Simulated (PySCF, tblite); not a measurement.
**C₆H₆F₃O radical: geometry, infrared bands and EPR parameters**

Wanted: the infrared bands and EPR parameters of C₆H₆F₃O radical (`FC(F)(F)C[C]1CC=CO1`), by calculation.

Programs: tblite 0.8.0 and PySCF 2.14.0, with density-fitted response routines of our own. Each step states its level of theory. These are calculated values for one molecule in the gas phase, unless marked as measured. Atoms count from 0, in the outputs and in this text.

## 1. Starting geometry

16 atoms, charge 0, multiplicity 2; geometry from: force field or distance geometry start.

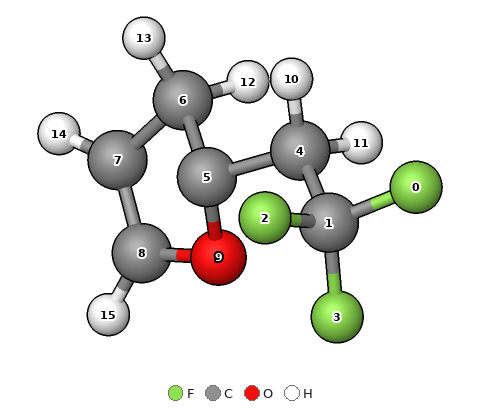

The starting geometry (fluorine green, carbon grey, oxygen red, hydrogen white), atoms numbered.

## 2. Optimising the geometry with GFN2-xTB

The job: settings as JSON, then the geometry in Å.

```
{"job": {"kind": "relax", "xc": "GFN2-xTB", "basis": "xTB"}, "charge": 0, "multiplicity": 2}
F     -3.391400    -0.853600     0.378800
C     -2.370500    -0.290300    -0.391800
F     -2.830600     0.979600    -0.692600
F     -2.136200    -1.002800    -1.551300
C     -1.186300    -0.204800     0.539200
C      0.033500     0.378200    -0.123700
C      1.188800     0.433700     0.888600
C      2.327900     0.477500    -0.080400
C      1.948600    -0.114400    -1.215100
O      0.635500    -0.535300    -1.045600
H     -1.465400     0.432200     1.393600
H     -0.996400    -1.213000     0.958900
H      1.242000    -0.505700     1.452600
H      1.145300     1.349500     1.500200
H      3.310500     0.919700     0.088600
H      2.537100    -0.241700    -2.111400
```

Started as:

```bash
$ OMP_NUM_THREADS=1 python probes_run.py task.json out
```

One launch serves the whole session: the jobs run in the order shown.

Log:

```text
step      E/eV     max force
  0    -926.80738    3.717
  1    -927.25810    2.208
  2    -927.57870    1.004
  3    -927.65784    0.770
  4    -927.72852    0.770
  5    -927.77526    0.753
  6    -927.83637    0.515
  7    -927.87272    0.439
  8    -927.89770    0.319
  9    -927.91473    0.300
 10    -927.93023    0.299
 11    -927.94614    0.309
 12    -927.96230    0.399
 13    -927.97871    0.363
 14    -927.99482    0.329
 15    -928.00969    0.314
 16    -928.02057    0.255
 17    -928.02791    0.228
 18    -928.03416    0.203
 19    -928.03985    0.180
 20    -928.04457    0.156
 21    -928.04832    0.125
 22    -928.05159    0.131
 23    -928.05481    0.165
 24    -928.05793    0.141
 25    -928.06072    0.135
 26    -928.06323    0.129
 27    -928.06559    0.100
 28    -928.06766    0.098
 29    -928.06928    0.091
 30    -928.07058    0.092
 31    -928.07181    0.082
 32    -928.07309    0.077
 33    -928.07428    0.082
 34    -928.07522    0.069
 35    -928.07594    0.056
 36    -928.07652    0.055
 37    -928.07702    0.053
 38    -928.07743    0.046
 39    -928.07777    0.054
 40    -928.07807    0.055
 41    -928.07835    0.043
 42    -928.07858    0.037
 43    -928.07881    0.050
 44    -928.07909    0.067
 45    -928.07951    0.072
 46    -928.08001    0.055
 47    -928.08043    0.038
 48    -928.08073    0.039
 49    -928.08103    0.056
 50    -928.08145    0.062
 51    -928.08199    0.066
 52    -928.08256    0.056
 53    -928.08306    0.050
 54    -928.08357    0.059
 55    -928.08415    0.069
 56    -928.08486    0.073
 57    -928.08565    0.068
 58    -928.08653    0.069
 59    -928.08755    0.072
 60    -928.08852    0.062
 61    -928.08921    0.048
 62    -928.08962    0.066
 63    -928.08986    0.055
 64    -928.09024    0.048
 65    -928.09069    0.059
 66    -928.09094    0.043
 67    -928.09118    0.030
 68    -928.09134    0.032
 69    -928.09156    0.031
 70    -928.09182    0.028
 71    -928.09201    0.034
 72    -928.09213    0.043
 73    -928.09229    0.035
 74    -928.09251    0.036
 75    -928.09275    0.041
 76    -928.09309    0.050
 77    -928.09376    0.072
 78    -928.09511    0.126
 79    -928.09680    0.178
 80    -928.07243    0.509
 81    -928.10078    0.111
 82    -928.10319    0.119
 83    -928.09693    0.530
 84    -928.10927    0.122
 85    -928.11344    0.128
 86    -928.09868    0.601
 87    -928.11898    0.118
 88    -928.12257    0.118
 89    -928.11549    0.472
 90    -928.13071    0.137
 91    -928.13460    0.145
 92    -928.13205    0.404
 93    -928.14559    0.117
 94    -928.15014    0.096
 95    -928.15331    0.459
 96    -928.15936    0.086
 97    -928.16103    0.096
 98    -928.16322    0.129
 99    -928.16439    0.085
100    -928.16604    0.070
101    -928.16718    0.096
102    -928.16851    0.094
103    -928.16982    0.096
104    -928.17091    0.090
105    -928.17153    0.138
106    -928.17261    0.081
107    -928.17330    0.041
108    -928.17381    0.058
109    -928.17419    0.058
110    -928.17444    0.043
111    -928.17465    0.034
112    -928.17483    0.030
113    -928.17498    0.024
114    -928.17512    0.029
115    -928.17529    0.036
116    -928.17549    0.041
117    -928.17575    0.043
118    -928.17611    0.040
119    -928.17649    0.037
120    -928.17697    0.046
121    -928.17759    0.054
122    -928.17833    0.074
123    -928.17902    0.065
124    -928.17937    0.090
125    -928.17892    0.187
126    -928.18013    0.050
127    -928.18038    0.046
128    -928.18076    0.026
129    -928.18109    0.042
130    -928.18131    0.043
131    -928.18154    0.034
132    -928.18172    0.074
133    -928.18189    0.060
134    -928.18208    0.036
135    -928.18221    0.037
136    -928.18234    0.041
137    -928.18254    0.047
138    -928.18280    0.049
139    -928.18314    0.045
140    -928.18348    0.041
141    -928.18376    0.034
142    -928.18401    0.029
143    -928.18419    0.027
144    -928.18429    0.019
145    -928.18435    0.019
146    -928.18439    0.017
147    -928.18443    0.014
148    -928.18449    0.012
149    -928.18452    0.012
150    -928.18456    0.012
151    -928.18459    0.011
152    -928.18460    0.010
```

Wall time 0.9 s (1 thread of Arm Neoverse V2, shared host).

Relaxation path: (not every step is listed)

```
step  energy from step 0 (eV)  largest force (eV/Å)
   0                   0.0000                3.7175
   1                  -0.4507                2.2084
   2                  -0.7713                1.0039
   3                  -0.8505                0.7699
   4                  -0.9211                0.7703
   5                  -0.9679                0.7529
   6                  -1.0290                0.5148
   7                  -1.0653                0.4390
   8                  -1.0903                0.3190
  21                  -1.2409                0.1251
  34                  -1.2678                0.0692
  47                  -1.2731                0.0379
  60                  -1.2811                0.0616
  73                  -1.2849                0.0352
  86                  -1.2913                0.6008
  99                  -1.3570                0.0847
 112                  -1.3675                0.0301
 125                  -1.3715                0.1866
 138                  -1.3754                0.0495
 147                  -1.3771                0.0139
 148                  -1.3771                0.0121
 149                  -1.3771                0.0124
 150                  -1.3772                0.0117
 151                  -1.3772                0.0112
 152                  -1.3772                0.0099
```

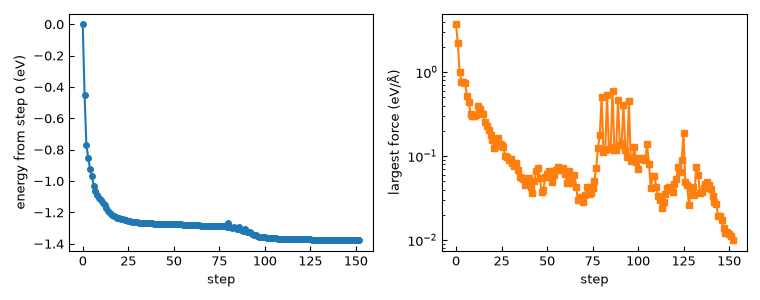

Energy and force, step by step.

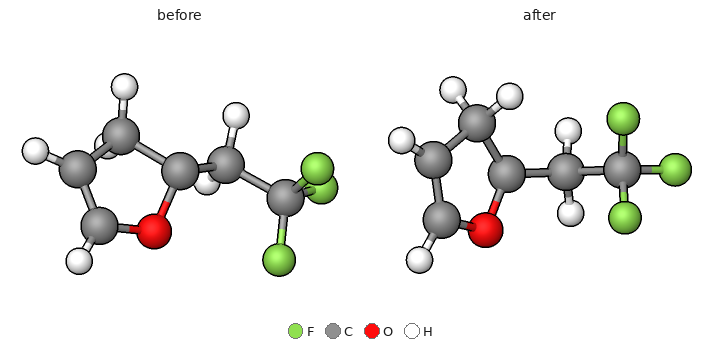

The geometry before (left) and after (right).

Distances of close pairs at the start and the end, largest changes first:

```
 bond  before (Å)  after (Å)  change (Å)
C5–O9       1.431      1.371      -0.060
F0–C1       1.398      1.344      -0.053
C1–F3       1.381      1.336      -0.045
C5–C6       1.537      1.495      -0.043
C1–F2       1.384      1.343      -0.040
C8–O9       1.389      1.352      -0.038
C1–C4       1.509      1.535      +0.026
C4–C5       1.506      1.481      -0.024
```

The end geometry stands in the next job.

## 3. Vibrational analysis with GFN2-xTB

The job: settings as JSON, then the geometry in Å.

```
{"job": {"kind": "ir", "xc": "GFN2-xTB", "basis": "xTB"}, "charge": 0, "multiplicity": 2}
F     -3.431449    -0.267726     0.066805
C     -2.155250     0.067088    -0.189973
F     -2.033558     1.364203     0.137267
F     -1.997341    -0.009548    -1.514830
C     -1.168085    -0.821339     0.579619
C      0.247269    -0.501572     0.281775
C      1.026130     0.700446     0.708459
C      2.159246     0.640333    -0.271408
C      1.955199    -0.393621    -1.094066
O      0.823400    -1.079417    -0.819426
H     -1.385278    -0.682222     1.640988
H     -1.385416    -1.851664     0.289875
H      1.368954     0.636084     1.751110
H      0.454982     1.638490     0.632590
H      2.976901     1.330496    -0.292191
H      2.536697    -0.761085    -1.918006
```

Log:

```text
mode    cm-1     km/mol
  1      31.2      0.42
  2      48.8      0.60
  3      86.1      2.04
  4     186.8      2.10
  5     259.7      1.08
  6     283.0      4.11
  7     340.0      2.85
  8     368.7     12.48
  9     470.4      8.96
 10     471.4      7.20
 11     496.3     14.88
 12     574.4     47.21
 13     669.7      2.50
 14     741.5     11.34
 15     785.6      6.16
 16     812.8      3.49
 17     816.0      4.97
 18     868.5     11.94
 19     880.4     25.28
 20     921.2      4.43
 21     996.7     11.80
 22    1028.4    115.51
 23    1045.7    212.16
 24    1060.4     80.45
 25    1085.1     14.62
 26    1128.2     90.54
 27    1141.6    180.43
 28    1180.0    151.58
 29    1208.6     32.72
 30    1239.8      5.23
 31    1263.9     12.48
 32    1294.0     53.92
 33    1330.2     11.46
 34    1408.1     11.04
 35    1436.9      8.64
 36    1594.0     30.85
 37    2807.7     15.49
 38    2873.6     29.46
 39    2980.1      4.19
 40    2992.6      2.77
 41    3156.7      4.39
 42    3187.8      9.59
```

Wall time 0.48 s (1 thread of Arm Neoverse V2, shared host).

The strongest bands and the atoms that carry them (share of the mass-weighted mode):

```
cm⁻¹  km/mol                                  atoms
 574    47.2     F0 26 %, C4 22 %, F2 13 %, F3 13 %
1028   115.5  C1 23 %, H13 15 %, H14 11 %, H11 11 %
1046   212.2             C1 46 %, H12 18 %, F0 13 %
1060    80.5            H12 32 %, H13 31 %, C1 21 %
1128    90.5    H15 39 %, O9 17 %, C1 11 %, C8 10 %
1142   180.4                                C1 64 %
1180   151.6            C1 31 %, H11 21 %, H10 17 %
1294    53.9                      C5 32 %, H15 13 %
```

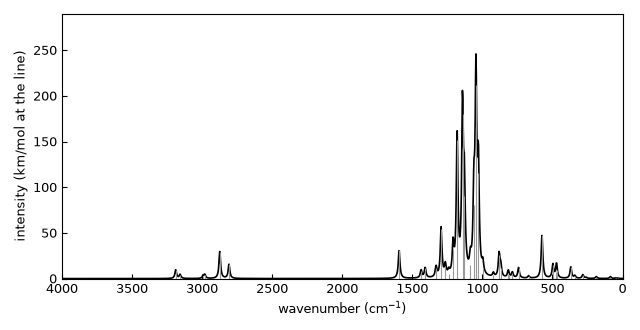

The infrared spectrum from these modes, unscaled. Lines are broadened to a width of 14 cm⁻¹ (Lorentzian).

## 4. g tensor and hyperfine couplings: B3LYP/pcH-1

Settings changed since step 3:

```diff
@@ -1,2 +1,2 @@
-{"job": {"kind": "ir", "xc": "GFN2-xTB", "basis": "xTB"}, "charge": 0, "multiplicity": 2}
+{"job": {"kind": "epr", "basis": "pcH-1"}, "charge": 0, "multiplicity": 2}
 F     -3.431449    -0.267726     0.066805
```

Method: UKS B3LYP, pcH-1 on C F H O, non-relativistic, mean-field spin-orbit, GIAO.

Log:

```text
UKS, coarse grid
  cycle   1  E = -606.78555895  |g| = 7.40e-01
  cycle   2  E = -606.55071354  |g| = 1.17e+00
  cycle   3  E = -606.96560139  |g| = 8.41e-02
  cycle   4  E = -606.96719020  |g| = 6.06e-02
  cycle   5  E = -606.96858216  |g| = 2.11e-02
  cycle   6  E = -606.96876778  |g| = 5.02e-03
  cycle   7  E = -606.96878200  |g| = 1.84e-03
  cycle   8  E = -606.96878422  |g| = 1.19e-03
  cycle   9  E = -606.96878539  |g| = 2.39e-04
UKS, final grid
  cycle   1  E = -606.96876694  |g| = 2.63e-04
  cycle   2  E = -606.96876690  |g| = 4.35e-04
  cycle   3  E = -606.96876699  |g| = 7.62e-05
  cycle   4  E = -606.96876700  |g| = 4.72e-05
  cycle   5  E = -606.96876700  |g| = 2.84e-05
E = -606.96876700 Eh   <S^2> = 0.7554 (exact 0.7500)
g shifts (ppm)      1          2          3
  rmc          -191       -191       -191
  gc             -2         40         34
  oz_so         -42       1032       1838
  total        -234        881       1681
hyperfine (MHz)  atom isotope    a_iso     a_fc   dipolar eigenvalues
    0   19F      27.98      27.98    -16.52    -15.71     32.24
    1   13C      95.99      95.99     -5.49     -4.94     10.42
    2   19F       3.29       3.29     -5.29     -0.75      6.04
    3   19F      -1.95      -1.95     -5.53     -0.47      6.01
    4   13C     -20.22     -20.22     -1.46     -1.31      2.76
    5   13C     130.77     130.77    -74.97    -73.58    148.56
    6   13C     -33.41     -33.41     -2.06     -0.44      2.50
    7   13C       8.63       8.63     -7.79     -4.62     12.40
    8   13C      -7.83      -7.83     -7.89      2.41      5.47
    9   17O     -19.77     -19.77    -50.89     24.21     26.68
   10    1H      30.48      30.48     -5.22     -3.93      9.15
   11    1H      24.07      24.07     -5.11     -3.95      9.06
   12    1H     143.78     143.78     -4.70     -3.99      8.69
   13    1H     151.17     151.17     -4.26     -2.35      6.61
   14    1H      -6.72      -6.72     -4.41     -1.58      5.99
   15    1H       0.44       0.44     -2.71     -1.71      4.41
```

Run time: 1.9 min. Hardware: 1 thread of Arm Neoverse V2, shared host; peak memory 1.1 GiB.

Principal g values 2.00208, 2.00320, 2.00400; g(iso) = 2.00310, against 2.00232 for a free electron.

Mean a(iso) over the nuclei that a row names, and the largest dipolar term of the row (other rows stand at the frozen geometry):

```
    nuclei  isotope  a(iso) (MHz)  a(iso) (G, at g = 2.0023)  largest dipolar term (MHz)
  H12, H13       1H         147.5                       52.6                         8.7
        C5      13C         130.8                       46.7                       148.6
        C1      13C          96.0                       34.3                        10.4
        C6      13C         -33.4                      -11.9                         2.5
  H10, H11       1H          27.3                        9.7                         9.2
        C4      13C         -20.2                       -7.2                         2.8
        O9      17O         -19.8                       -7.1                       -50.9
F0, F2, F3      19F           9.8                        3.5                        32.2
        C7      13C           8.6                        3.1                        12.4
        C8      13C          -7.8                       -2.8                        -7.9
       H14       1H          -6.7                       -2.4                         6.0
       H15       1H           0.4                        0.2                         4.4
```

Mulliken spin populations:

F0 0.00; C1 0.04; F2 0.00; F3 0.00; C4 -0.06; C5 0.84; C6 -0.09; C7 0.09; C8 -0.05; O9 0.09; H10 0.01; H11 0.01; H12 0.05; H13 0.07; H14 0.00; H15 0.00

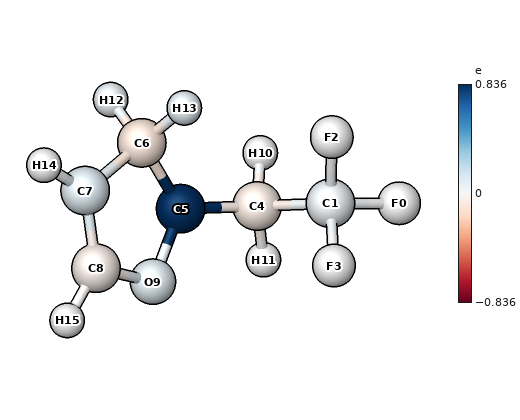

Mulliken spin populations, as colours on the atoms.

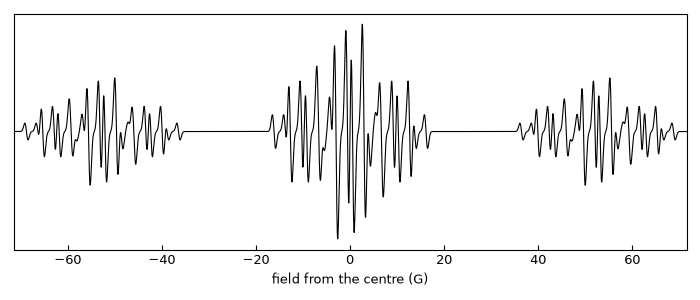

First-order isotropic spectrum (first derivative, main isotopes with spin only, couplings over 0.8 MHz, Gaussian width 0.3 G; couplings of the frozen geometry, rotation of groups not averaged beyond the rows shown).

Orbitals, density, ELF and potential are computed afterwards from the orbital file.

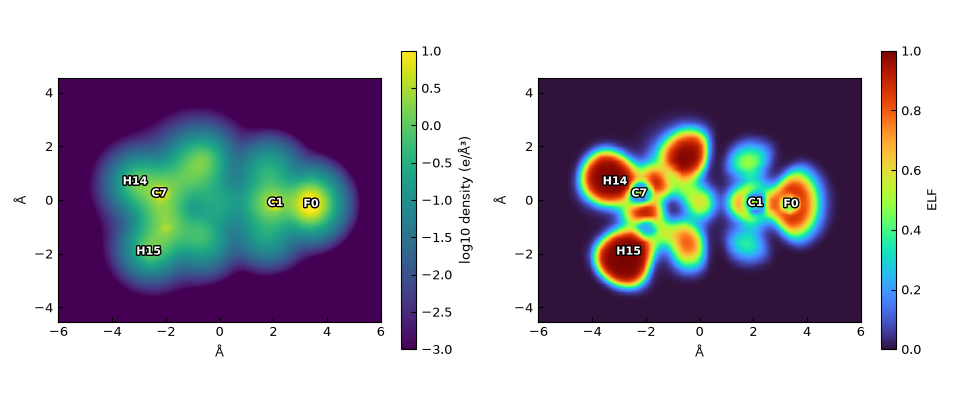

Density (left) and ELF (right) in a plane through or near 5 of the atoms.

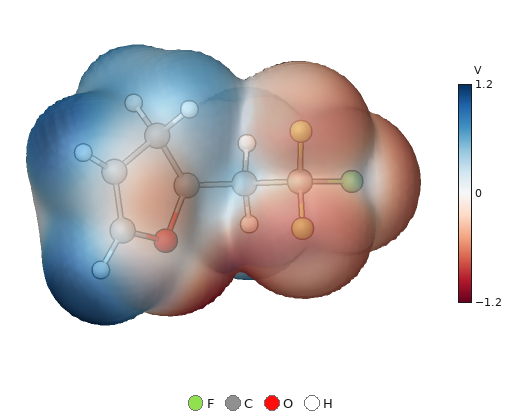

Electrostatic potential on the surface of density 0.002 e/bohr³; red is low, blue high. It runs from -0.90 V near O9 to 1.20 V near H15.

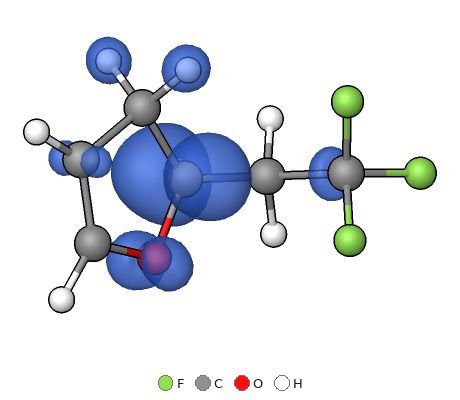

Spin density at ±0.05 e/Å³ (alpha excess blue, beta excess red).

## 5. Results

| quantity | value |
| --- | --- |
| strongest single infrared mode (GFN2-xTB) | 1046 cm⁻¹, 212 km/mol |
| zero-point energy (GFN2-xTB) | 68.0 kcal/mol |
| g(iso) (B3LYP) | 2.00310 |
| ⟨S²⟩ | 0.755 (exact 0.75) |
| largest a(iso) (averaged by class) | 1H on H12, H13, 147.5 MHz |
| surface potential, least and greatest | -0.90 V and 1.20 V |

In words: Over 152 steps the energy fell by 1.377 eV; of the close pairs, C5–O9 changed most, 1.431 to 1.371 Å. No mode is imaginary among the 42: a minimum at this level. The strongest single mode, at 1046 cm⁻¹, is spread over several atoms, C1, H12, F0 among them. GFN2-xTB is a fitted tight-binding method: band positions and strengths are rough. Its intensities can rank the bands wrongly. Most of the unpaired spin sits on C5 (0.84 e). The isotropic g lies 0.8 ppt above the free-electron value.
